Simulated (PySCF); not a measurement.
**C₂H₆GeSi (SMILES [SiH3]C#[C][GeH3]): density, localisation and related maps**

```xyz
10

Si    2.4747   -0.1845    0.1519
C     0.6335   -0.0408    0.0223
C    -0.5725    0.0485   -0.0508
Ge   -2.4562    0.1845   -0.1561
H     2.7954   -1.5823    0.4507
H     2.9204    0.6982    1.2328
H     3.0587    0.2228   -1.1281
H    -3.0408   -0.0697    1.1928
H    -2.8314    1.5542   -0.6134
H    -2.9729   -0.8263   -1.1244
```

Geometry: GFN2-xTB.

Computed with PBE0/def2-SVPD, SCF density, gas phase (PySCF 2.14.0).

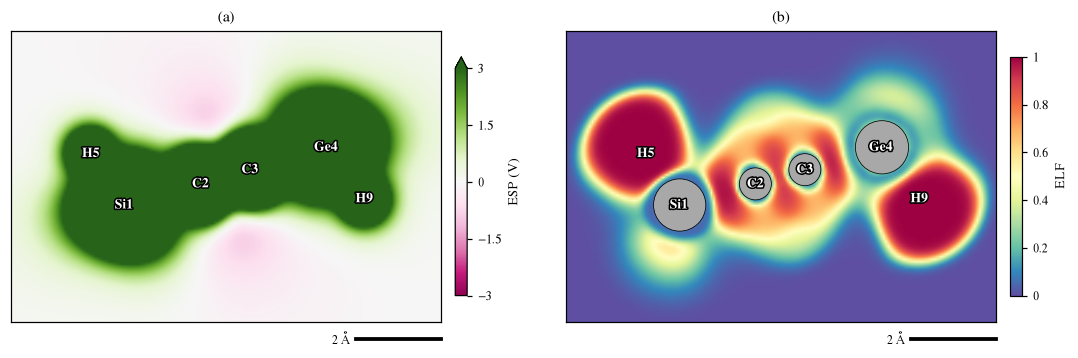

Figure 1. (a) molecular electrostatic potential; (b) ELF on the plane of atoms C3, Ge4 and H9. Grey discs cover the atomic cores in the ELF map.

**Describe what can be read from this map.**

- The section cuts through Si, C, Ge and H sites.
- C–C (1.21 Å): the ELF peaks at about 0.90 between the atoms: a multiple bond.
- C–Si (1.85 Å): the ELF peaks at about 0.95 between the atoms (a shared electron pair).
- C–Ge (1.89 Å): the ELF peaks at about 0.95 in the valence shell of C, 0.7 Å from its nucleus, and is about 0.60 at the midpoint.
- Si–H (1.46 Å): the ELF climbs to about 1 towards the hydrogen, as it does in any bond to H.
- Ge–H (1.49 Å): the ELF climbs to about 1 towards the hydrogen.
- Outside the dense part of the molecule the potential is most negative (−0.8 V) near C3.

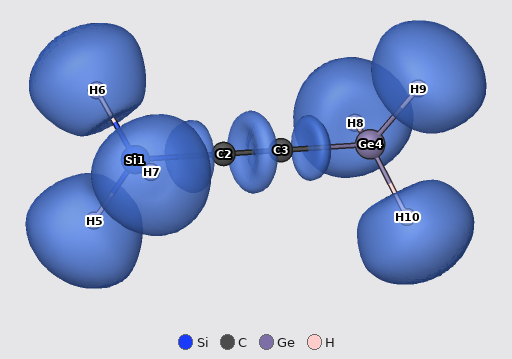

Figure 2. Isosurface of the electron localisation function at 0.85 (blue), seen at a tilt. Core shells and regions of very low density are left out.

**Where are the electrons localised?**

The ELF exceeds this value in one region between bonded C–C atoms (shared pairs), one region between bonded C–Si atoms (shared pairs), six regions around hydrogen nuclei and one lobe of the valence shell of C pointing towards Ge (polar bonds).

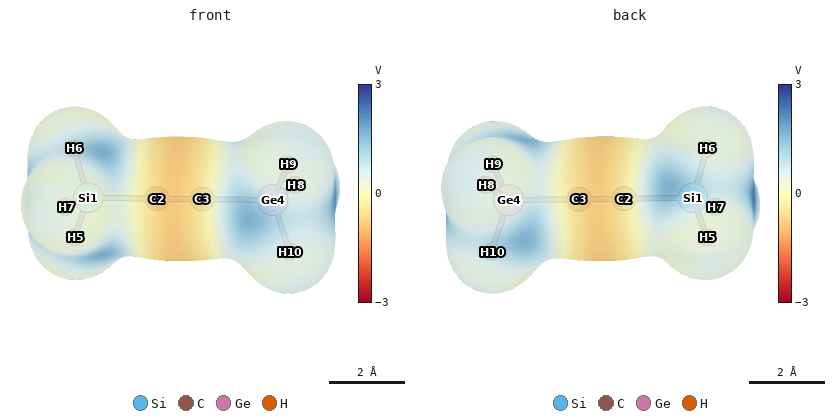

Figure 3. The molecular electrostatic potential painted on the density surface at 0.004 e/bohr³, seen from the front and from behind; red is negative and blue positive.

**Describe the electrostatic potential map.**

The most negative region (about −0.8 V) lies over C2 and C3, the most positive (about +2.1 V) over Si1 and Ge4.

**How polar is the molecule by this calculation?**

Its dipole moment is 0.18 D.
